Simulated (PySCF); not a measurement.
## A study: C5H8, SMILES `C=C=CCC`

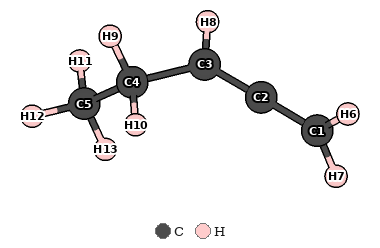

The molecule, with its atoms numbered as below. No frequency check shows the geometry to be a minimum.

Cartesian coordinates (Å):

```
C1      -2.4853    0.3255    0.1176
C2      -1.2922   -0.0951   -0.1573
C3      -0.0926   -0.5157   -0.4109
C4       1.0777   -0.3462    0.5177
C5       2.1793    0.4839   -0.1378
H6      -3.2087   -0.2997    0.6172
H7      -2.8138    1.3176   -0.1501
H8       0.1206   -1.0089   -1.3514
H9       1.4745   -1.3333    0.7732
H10      0.7462    0.1364    1.4388
H11      2.5326    0.0010   -1.0467
H12      3.0215    0.6000    0.5408
H13      1.8051    1.4719   -0.3973
```

Part 1: Bonding charge

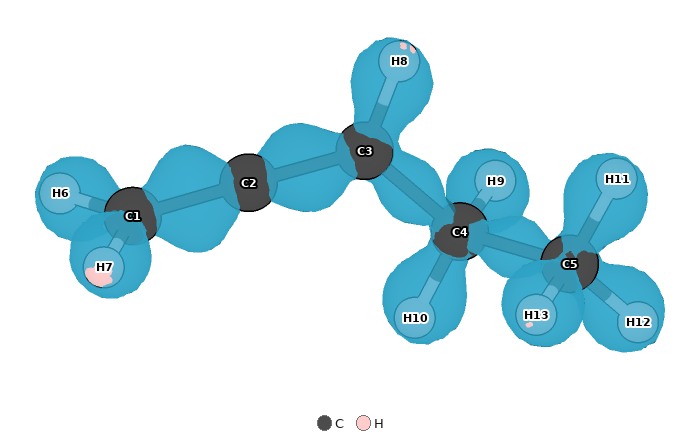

Deformation density (molecule less spherical, spin-averaged free atoms at the same positions), surfaces at ±0.2 e/Å³; light blue: gain, orange: loss.

PySCF calculation, B3LYP/def2-SVPD, gas phase; geometry: GFN2-xTB.

Q: Describe the bonding that the map shows.

A: The five largest and four smallest: C2–C3: +0.71 e/Å³ at the bond critical point (bond length 1.30 Å). C1–C2: +0.70 e/Å³ at the bond critical point (bond length 1.29 Å). C4–H10: +0.69 e/Å³ at the bond critical point (bond length 1.09 Å). C1–H7: +0.69 e/Å³ at the bond critical point (bond length 1.08 Å). C1–H6: +0.69 e/Å³ at the bond critical point (bond length 1.08 Å). C5–H12: +0.67 e/Å³ at the bond critical point (bond length 1.09 Å). C5–H11: +0.67 e/Å³ at the bond critical point (bond length 1.09 Å). C3–C4: +0.46 e/Å³ at the bond critical point (bond length 1.50 Å). C4–C5: +0.44 e/Å³ at the bond critical point (bond length 1.53 Å). In all, 2.8 electrons gather in the regions of gain relative to the promolecule.

Part 2: Bond critical points

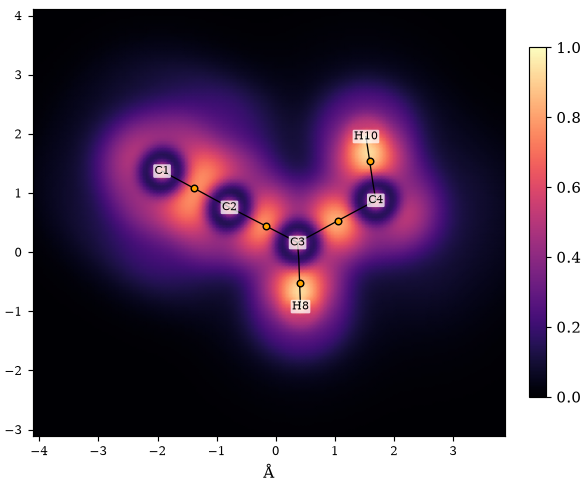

Localised orbital locator (LOL) in the plane of C1, C2, C3, C4, H8 and H10, with bond paths and bond critical points (dots).

Q: What values does LOL take at the bond critical points in this plane?

A: C3–H8: about 0.89; C4–H10: about 0.89; C3–C4: about 0.83; C1–C2: about 0.75; C2–C3: about 0.75. Values above 0.5 mark slow, localised electrons, as in shared pairs; low values at a critical point mark a polar or closed-shell contact whose critical point lies between the shells.

Q: Where along C3–H8 does the critical point lie?

A: 0.68 Å from C3 and 0.40 Å from H8.

Part 3: Local ionisation energy

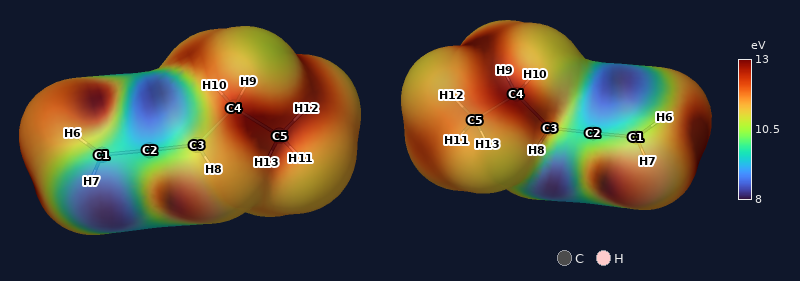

Average local ionisation energy on the surface of electron density 0.001 a.u. (back view left, front view right).

Q: Where are the most loosely bound electrons on this surface?

A: The lowest value is 8.3 eV, over C1, off the plane of its three bonds (2.2 Å). Further minima include 8.3 eV, over C3, off the plane of its three bonds (2.2 Å); 10.8 eV, 1.4 Å from H9. For comparison, the highest occupied orbital lies at −7.0 eV.

Part 4: Excited states

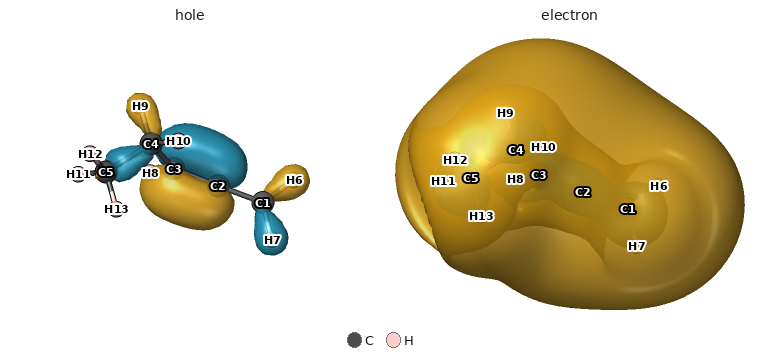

Leading natural transition orbital pair of S₃ (full linear response singlet states); the surfaces enclose about 70 % of each orbital's density.

PySCF calculation, B3LYP/6-31+G*, gas phase; geometry: GFN2-xTB.

Q: Where does the state lie, and where do hole and electron sit?

A: 6.45 eV (192 nm), f = 0.021, diffuse (Rydberg-like) orbital; the leading pair carries 98 %; hole on C3 (35 %), C2 (33 %) and C1 (8 %), electron on C1 (19 %), C2 (18 %) and C3 (12 %) (atom shares of so diffuse an orbital are rough); their centroids lie 0.6 Å apart. In canonical orbitals it is mainly HOMO → LUMO+2 (73 %). The HOMO–LUMO gap is 6.92 eV.

Part 5: In an electric field

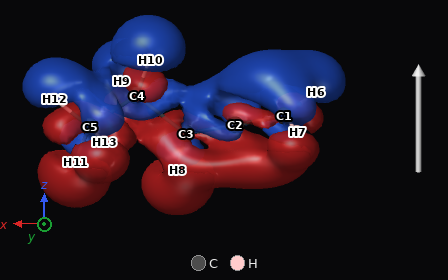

Change of the electron density in a uniform field of 0.41 V/Å along +z (arrow), surfaces at ±0.002 e/Å³ (red: gain, blue: loss).

Level of theory: B3LYP/def2-SVPD (PySCF), at a geometry from GFN2-xTB.

The field was applied in both directions; the picture shows the one opposite to the script's first.

Q: How large is the response?

A: The induced dipole is 1.04 D (along the field); α along this axis, from the fields in both directions, is 51 bohr³ (7.6 Å³).

Part 6: Stretching a bond

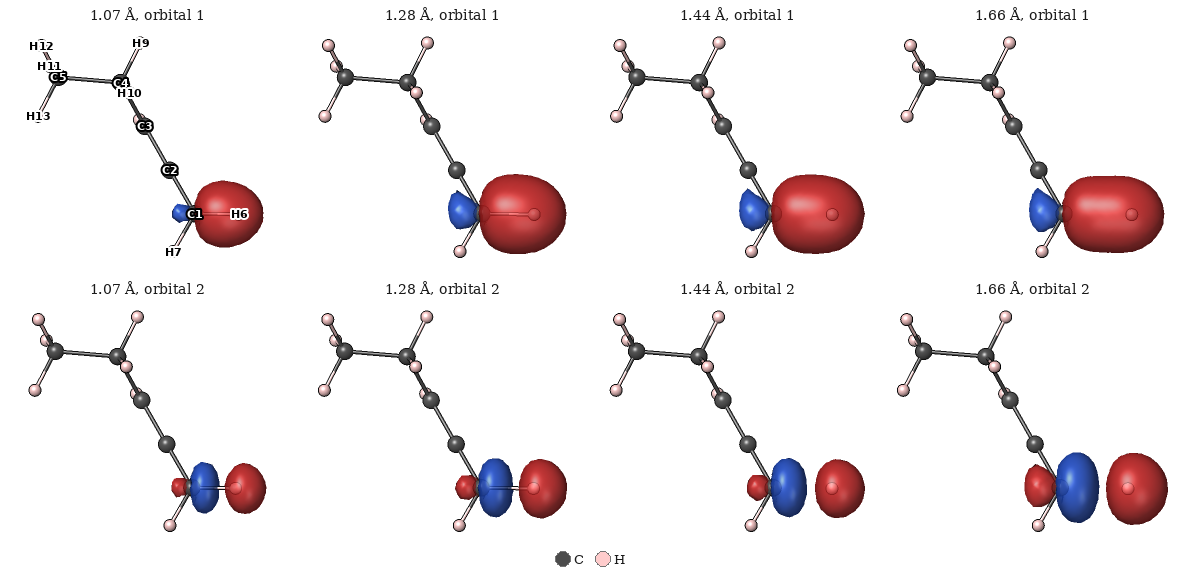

Rigid stretch of the C1–H6 bond. The two CASSCF(2,2) natural orbitals nearest half filling (orbital 1 the more occupied).

Level of theory: def2-SVP basis (PySCF), at a geometry from GFN2-xTB.

Q: How do the occupations change along the stretch?

A: 1.07 Å: 1.98 and 0.02; 1.28 Å: 1.97 and 0.03; 1.44 Å: 1.95 and 0.05; 1.66 Å: 1.91 and 0.09. At the longest distance computed (3.00 Å) they are 1.29 and 0.71, and the effective number of unpaired electrons is 1.7.

UHF's ⟨S²⟩ passes 1 along the scan (up to 1.39), so it also polarises electrons outside the stretched bond; its energy lowering isn't due to that bond alone.

Q: Where does the UHF solution part from RHF?

A: Between 1.44 Å (⟨S²⟩ = 0, the two coincide) and 1.66 Å (⟨S²⟩ = 0.52); at 3.00 Å ⟨S²⟩ is 1.39 and UHF lies 3.8 eV below RHF.

Q: How much energy does the stretch cost?

A: By CASSCF, 4.4 eV from the lowest point of the scan (1.07 Å) to 3.00 Å; RHF gives 7.3 eV from its own lowest point. The fragments aren't relaxed and dynamic correlation is missing, so this isn't a bond dissociation energy.
